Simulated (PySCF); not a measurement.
## Electronic structure of C$_{3}$H$_{8}$Si (SMILES C=C(C)[SiH3]) in real space

Input

```
{"job": {"kind": "nmr", "xc": "PBE0", "basis": "pcSseg-1"}, "charge": 0, "multiplicity": 1}
C     -0.600792     1.436348     0.381901
C     -0.201445     0.187090     0.103568
C     -1.083546    -1.006740     0.333378
Si     1.517751    -0.096407    -0.602999
H      0.043243     2.305080     0.213493
H     -1.597619     1.640139     0.793355
H     -0.616797    -1.717963     1.035658
H     -2.064021    -0.717182     0.742155
H     -1.254236    -1.562669    -0.603940
H      2.224337     1.210124    -0.760196
H      1.432628    -0.776087    -1.934586
H      2.318365    -0.985854     0.297152
```

Launched as:

```sh
OMP_NUM_THREADS=1 python probes_run.py task.json out
```

Geometry: PBE0-D3(BJ)/def2-SVP.

Method: PBE0/pcSseg-1, SCF density, gas phase, non-relativistic in PySCF.

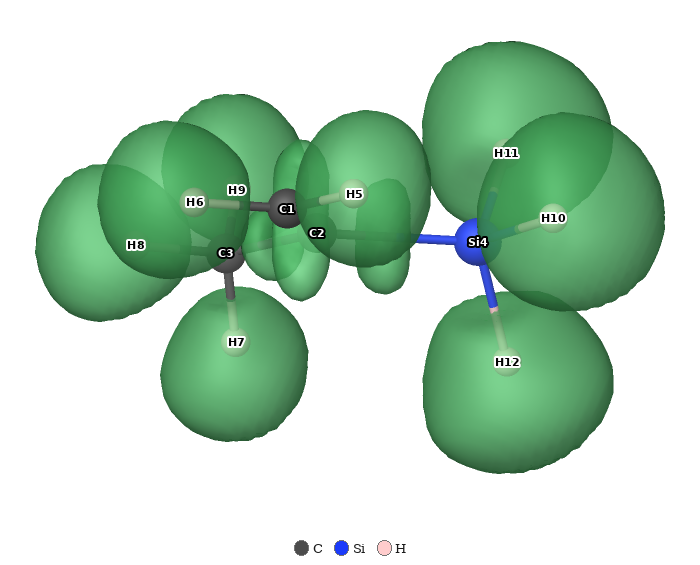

Figure 1. Isosurface of the electron localisation function at 0.85 (green), seen from one side. Only the valence region is drawn (cores and ρ < 0.01 e/Å³ removed).

Q: Describe the localisation domains.

A: The ELF exceeds this value in two regions between bonded C–C atoms (shared pairs), one region between bonded C–Si atoms (shared pairs) and eight regions around hydrogen nuclei.


C–C (1.34 Å): the ELF peaks at about 0.95 between the atoms; a short, multiple covalent bond. C–Si (1.88 Å): the ELF peaks at about 0.95 between the atoms: a shared electron pair.

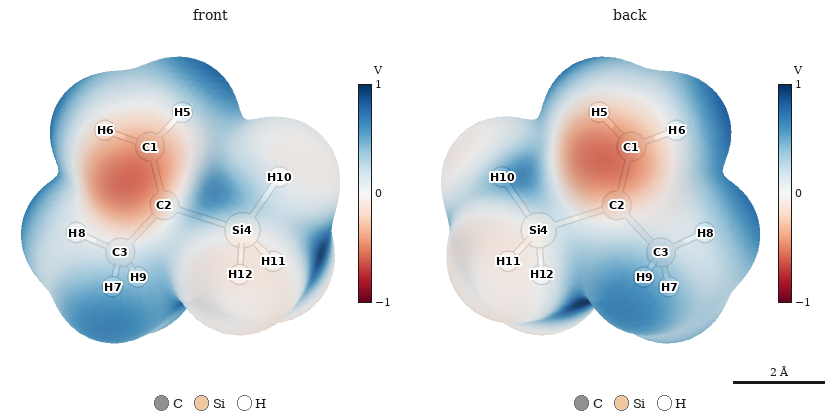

Figure 2. The molecular electrostatic potential painted on the density surface at 0.002 e/bohr³, seen from the front and from behind; the colour scale runs from red (negative) to blue (positive).

Q: Which sites attract a positive test charge, and which a negative one?

A: A positive charge is drawn to the negative regions and a negative charge to the positive ones. The most negative region (about −0.6 V, or −14 kcal/mol for a unit charge) lies over the π face of C1 and C2, the most positive (about +0.9 V, or +21 kcal/mol for a unit charge) over Si4.

Q: How polar is the molecule by this calculation?

A: Its dipole moment is 0.75 D.

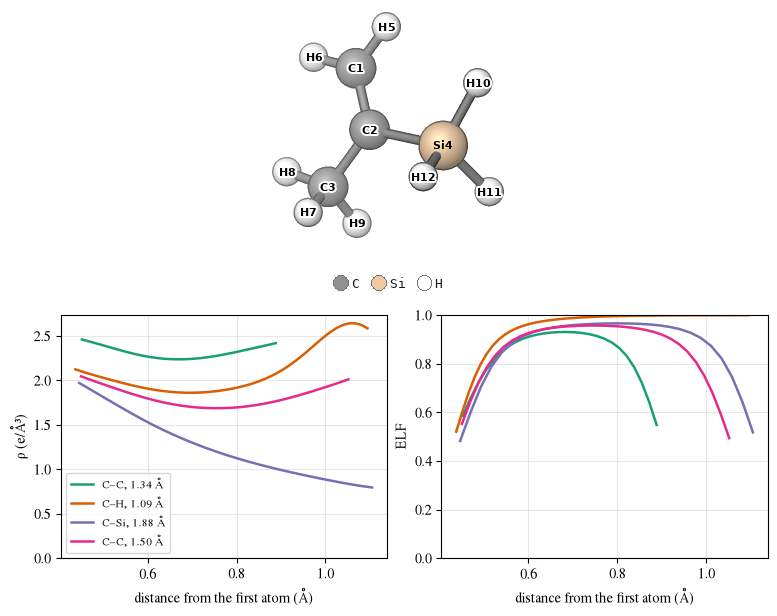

Figure 3. Electron density and electron localisation function along straight lines between neighbouring atoms. The curves leave out the atomic cores. The structure is drawn too.

Q: Compare the contacts.

A: C–C (1.34 Å): the density is about 2.2 e/Å³ at the midpoint; the ELF peaks at about 0.95 between the atoms: a short, multiple covalent bond.
C–H (1.09 Å): the density is about 2 e/Å³ at the midpoint; the ELF climbs to about 1 towards the hydrogen, as it does in any bond to H: a covalent bond by its length.
C–Si (1.88 Å): ρ is about 0.95 e/Å³ halfway; the ELF peaks at about 0.95 between the atoms: a covalent bond.
C–C (1.50 Å): ρ is about 1.7 e/Å³ halfway; the ELF peaks at about 0.95 between the atoms (a shared electron pair).
